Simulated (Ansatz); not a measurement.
# r2SCAN/6-31G(d) (spherical functions) run of [SiH3O4]− (SMILES [O-][Si](O)(O)O)

Aim: the energy change on altering one bond length of [SiH3O4]− at r2SCAN/6-31G* (spherical functions), from 2 runs. 

Program for the calculation: Ansatz 0.2.0.

13 further runs of the same task are left out: 10 that didn't finish, 3 set aside as unsound or not needed. Runs told in other sessions of the task aren't counted.

## Step 1: The molecule

[SiH3O4]− has 8 atoms, charge -1, and is taken as a singlet. SMILES: `[O-][Si](O)(O)O`. The shape is that of a PBE0-D4/def2-TZVPD optimisation. This is one conformer, not always the lowest.

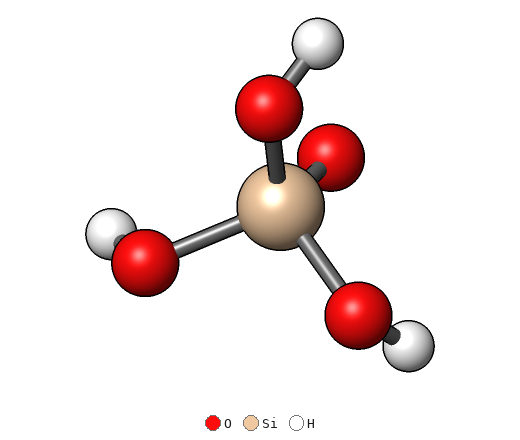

Viewed from a chosen angle; oxygen red, silicon light orange, hydrogen white.

## Step 2: A single-point energy at r2SCAN/6-31G(d) (spherical functions)

Input file molecule.yaml:

```yaml
crystal:
  periodic: [false, false, false]
  atoms:
    - symbol: O
      position_ang: [-1.413500, 0.197800, 0.825000]
    - symbol: Si
      position_ang: [-0.078000, 0.010900, 0.045600]
    - symbol: O
      position_ang: [1.319300, 0.127500, 0.978800]
    - symbol: O
      position_ang: [0.191900, 1.122100, -1.191000]
    - symbol: O
      position_ang: [0.099000, -1.475100, -0.727300]
    - symbol: H
      position_ang: [1.074100, 0.563800, 1.796600]
    - symbol: H
      position_ang: [-0.653700, 1.525800, -1.393900]
    - symbol: H
      position_ang: [-0.539100, -2.072800, -0.333900]
basis:
  gaussian: {orbitals: 6-31G_st_-spherical.json}
total_charge: -1
hamiltonian: {xc: r2scan}
accuracy: high
output: {orbitals: {seedname: orbitals}}
```

The basis set 6-31G* is read from a file made from the Basis Set Exchange's data (not shown).

Run with:

```sh
$ ansatz run molecule.yaml --threads 1 --pin off --max-ram 2610MiB --events-out events.jsonl --progress --plain --runs-dir runs
```

Output:

```text
Warning: RAYON_NUM_THREADS=1 ignored (pool sized by the plan → 1); use --threads N
Functional definition: r2SCAN
  name "r2SCAN"
  parameter k0 = 0.174
  parameter k1 = 0.065
  parameter a1 = 4.9479
  exchange = r2scan_x(k0 = k0, k1 = k1, a1 = a1)
  correlation = r2scan_c
1756 factors; integrals over basis functions are off by at most 3.6e-9 eV
mean field evaluation 1: about -16106.8925 eV, gradient 6.6e1 eV
mean field evaluation 2: about -16086.4277 eV, gradient 1.2e2 eV
mean field evaluation 4: about -16114.3310 eV, gradient 3.4e0 eV
mean field evaluation 8: about -16114.3454 eV, gradient 1.8e-1 eV
mean field evaluation 16: about -16114.3455 eV, gradient 5.0e-6 eV
mean field -16114.34551598 eV, -592.1912750165 hartree, gradient 2.3e-8 eV, S^2 0.000000; 0 other end points of the search recorded, 0 dependent functions left out
reference -16114.34551677 eV, -592.1912750458 hartree; 25, 25 occupied and 55, 55 virtual orbitals, 1756 factors
Total energy: -16114.34551677 eV, -592.1912750458 hartree
```

Run time: 11 s. Hardware: 1 thread of Arm Neoverse V2, shared host; peak memory 0.25 GiB.

## Step 3: The distorted shape at the same level

Input file in.yaml:

```yaml
basis:
  gaussian:
    orbitals: 6-31G_st_-spherical.json
crystal:
  periodic: [false, false, false]
  atoms:
    - {symbol: O, position_ang: [-1.623130, 0.180307, 0.684997]}
    - {symbol: Si, position_ang: [-0.287630, -0.006593, -0.094403]}
    - {symbol: O, position_ang: [1.319300, 0.127500, 0.978800]}
    - {symbol: O, position_ang: [-0.017730, 1.104607, -1.331003]}
    - {symbol: O, position_ang: [-0.110630, -1.492593, -0.867303]}
    - {symbol: H, position_ang: [1.074100, 0.563800, 1.796600]}
    - {symbol: H, position_ang: [-0.863330, 1.508307, -1.533903]}
    - {symbol: H, position_ang: [-0.748730, -2.090293, -0.473903]}
hamiltonian:
  xc: r2scan
accuracy: high
output: {orbitals: {seedname: orbitals}}
total_charge: -1
```

The basis set 6-31G* is read from a file made from the Basis Set Exchange's data (not shown).

Run with:

```sh
$ ansatz run in.yaml --threads 1 --pin off --max-ram 2610MiB --events-out events.jsonl --progress --plain --runs-dir runs
```

Output (excerpt; [...] marks lines left out):

```text
Warning: RAYON_NUM_THREADS=1 ignored (pool sized by the plan → 1); use --threads N
[... 7 set-up lines as earlier in the session ...]
1747 factors; integrals over basis functions are off by at most 3.4e-9 eV
mean field evaluation 1: about -16106.3522 eV, gradient 6.6e1 eV
mean field evaluation 2: about -16084.3566 eV, gradient 1.2e2 eV
mean field evaluation 4: about -16113.8558 eV, gradient 4.1e0 eV
mean field evaluation 8: about -16113.8785 eV, gradient 6.3e-1 eV
mean field evaluation 16: about -16113.8792 eV, gradient 3.4e-5 eV
mean field -16113.87924566 eV, -592.1741398983 hartree, gradient 6.2e-8 eV, S^2 0.000000; 0 other end points of the search recorded, 0 dependent functions left out
reference -16113.87924645 eV, -592.1741399274 hartree; 25, 25 occupied and 55, 55 virtual orbitals, 1747 factors
Total energy: -16113.87924645 eV, -592.1741399274 hartree
```

Run time: 12 s. Hardware: 1 thread of Arm Neoverse V2, shared host; peak memory 0.25 GiB.

## Step 4: Results

At r2SCAN/6-31G* (spherical functions):

| quantity | value |
| --- | --- |
| first shape: total energy | -592.19128 Eh |
| first shape: HOMO energy | 0.23 eV |
| first shape: LUMO energy | 6.31 eV |
| first shape: HOMO–LUMO gap (to an unbound level, set by the basis) | 6.08 eV |
| distorted shape: total energy | -592.17414 Eh |
| distorted shape: HOMO energy | -0.08 eV |
| distorted shape: LUMO energy | 5.92 eV |
| distorted shape: HOMO–LUMO gap (to an unbound level, set by the basis) | 6.00 eV |
| energy change with the Si2–O3 bond stretched from 1.684 to 1.937 Å | 0.466 eV |

**Reading.** With the Si2–O3 bond stretched from 1.684 to 1.937 Å the energy rises by 0.47 eV (10.8 kcal/mol). The first shape isn't relaxed at this level, so the change isn't measured from a minimum. The HOMO (first shape) lies at positive energy, 0.23 eV, from the functional's self-interaction, a short basis or an electron that isn't bound; only total energies against the neutral tell.
